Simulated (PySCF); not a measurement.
| atom | x (Å) | y (Å) | z (Å) |
| --- | --- | --- | --- |
| O | -1.2654 | 0.0526 | -0.7791 |
| Si | -1.8243 | -0.9794 | 0.4011 |
| O | -0.4955 | -1.7170 | 1.0759 |
| Si | 1.1342 | -1.6092 | 0.7654 |
| O | 1.3298 | -0.5014 | -0.4626 |
| Si | 0.2648 | 0.5368 | -1.1959 |
| C | 0.5478 | 2.2342 | -0.5780 |
| C | 0.7336 | 3.3766 | -0.2034 |
| H | -2.5440 | -0.2088 | 1.4471 |
| H | -2.7016 | -2.0002 | -0.2263 |
| H | 1.6481 | -2.9264 | 0.3112 |
| H | 1.8383 | -1.1384 | 1.9854 |
| H | 0.4321 | 0.4814 | -2.6634 |
| H | 0.8953 | 4.3845 | 0.1371 |

Geometry: PBE0-D3(BJ)/def2-SVP.

The calculation used PySCF 2.14.0, PBE0/pcSseg-1, SCF density, gas phase, non-relativistic.

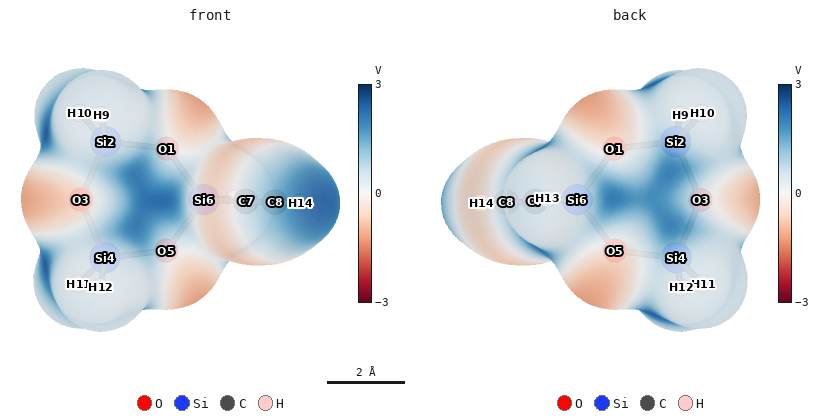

C$_{2}$H$_{6}$O$_{3}$Si$_{3}$ (SMILES C#C[SiH]1O[SiH2]O[SiH2]O1). The molecular electrostatic potential painted on the density surface at 0.004 e/bohr³, seen from the front and from behind; red is negative and blue positive.

**Describe the electrostatic potential map.**

The most negative region (about −1.1 V) lies over O1, O3 and O5, the most positive (about +2.5 V) over Si2, Si4 and H14.
